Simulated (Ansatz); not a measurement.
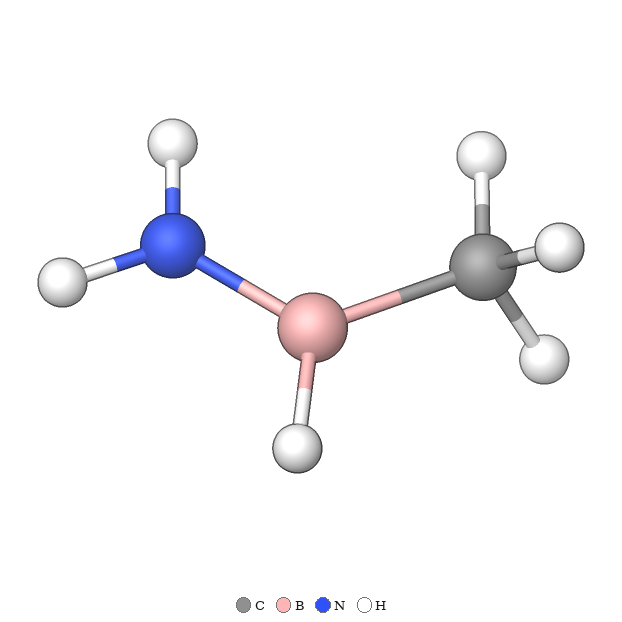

A ball-and-stick model of a molecule. Every bond is drawn as one stick, whatever its order.

The computed structure is the end point of a PBE0-D4/def2-TZVP optimisation.

> Which formula does it have?

CH₆BN, 9 atoms: 1 carbon, 6 hydrogen, 1 boron and 1 nitrogen.

> Describe its rings.

It has no ring.

The parts below concern this one geometry. Atoms keep their numbers from picture to picture.

Symmetry

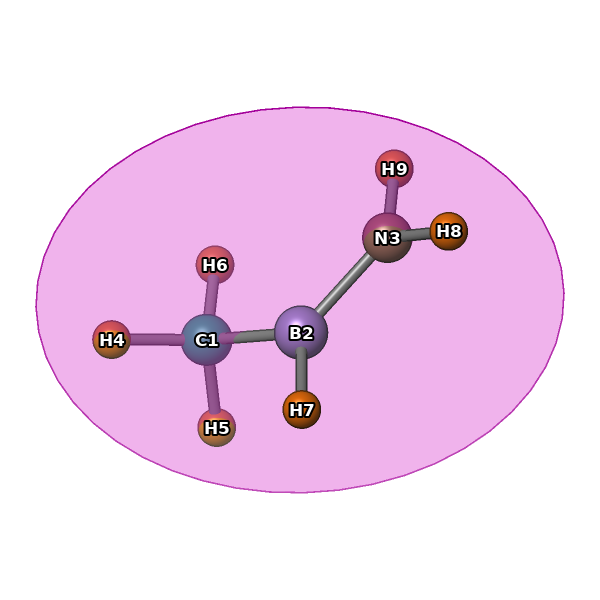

A disc through the centre of mass is drawn in. Depth is shown by fading: the farther an atom, the more it takes the colour of the background.

> Is the plane of the disc a mirror plane of the structure?

No. The point group is Cs, with 1 mirror plane, and this plane isn't one of its mirror planes.

Charges

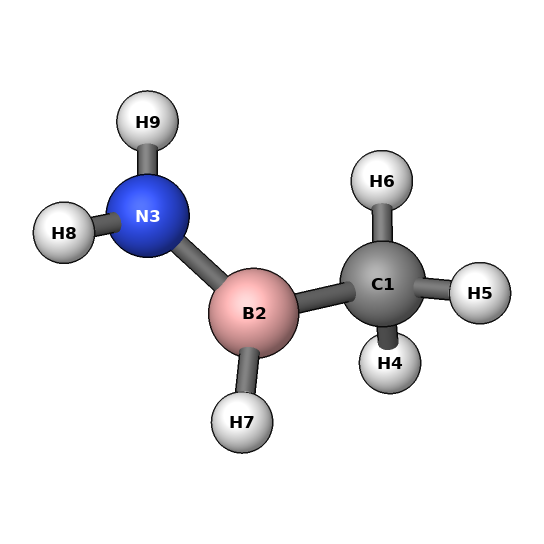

The questions are on Mulliken charges. Level of theory: RKS PBE-D4/def2-TZVPP (Ansatz 0.2.0).

List the Mulliken charges.

```csv
atom,value (e)
C1,−0.35
B2,0.05
N3,−0.27
H4,0.10
H5,0.10
H6,0.06
H7,−0.03
H8,0.18
H9,0.16
```

Vibrations

Harmonic vibrations computed with RKS PBE0-D4/def2-TZVP (Ansatz 0.2.0) at a stationary point of the same level.

> How many vibrational modes are there, and where do they lie?

21 modes: 142, 357, 526, 589, 786, 834, 842, 972, 1048, 1162, 1313, 1395, 1453, 1474, 1642, 2577, 3032, 3097, 3111, 3611, 3711 cm⁻¹.

Dipole moment

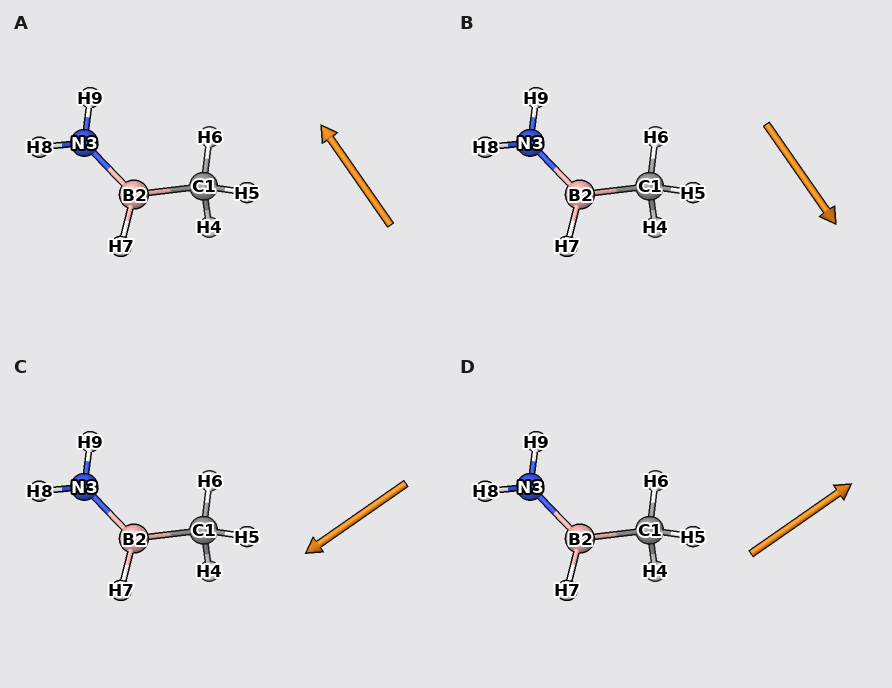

The same molecule four times, each with an arrow. Level of theory: RKS r2SCAN-D4/def2-TZVPP (Ansatz 0.2.0).

> Which arrow points along the dipole moment, from the negative to the positive end?

A. The dipole moment is 1.57 D; it points from the side of H4, H5 to the side of H9 (the outermost atoms at the two ends).

Thermal motion

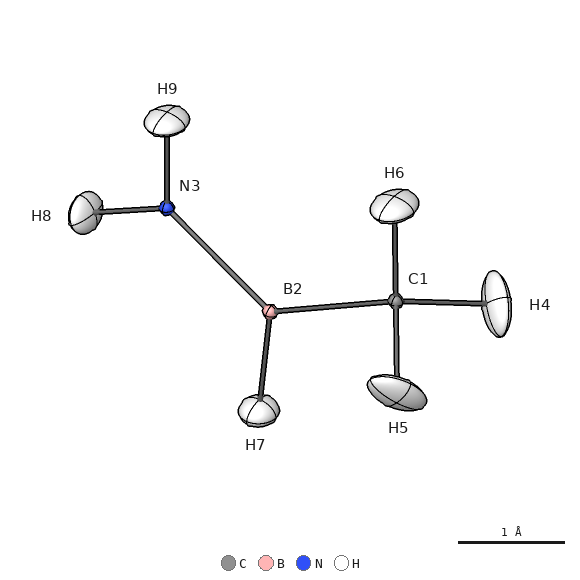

Displacement ellipsoids at the 50 % level, from the internal vibrations of the free molecule (harmonic, no overall translation or rotation; no half-axis is drawn under 0.075 Å). Vibrations computed with RKS PBE0-D4/def2-TZVP (Ansatz 0.2.0). Temperature: 0 K (zero-point motion alone).

Give the displacement parameters, one line for each set of equivalent atoms.

```
  atom  U_eq (Å²)   rms amplitudes (Å)
    C1    0.00074  0.020, 0.022, 0.036
    B2     0.0014  0.029, 0.040, 0.042
    N3    0.00073  0.019, 0.028, 0.032
H4, H5     0.0223  0.074, 0.129, 0.211
    H6     0.0182  0.074, 0.140, 0.172
    H7     0.0138  0.087, 0.123, 0.136
    H8     0.0152  0.072, 0.122, 0.160
    H9     0.0154  0.068, 0.132, 0.155
```

Mulliken values depend strongly on the basis set and can even reverse the polarity of a bond.
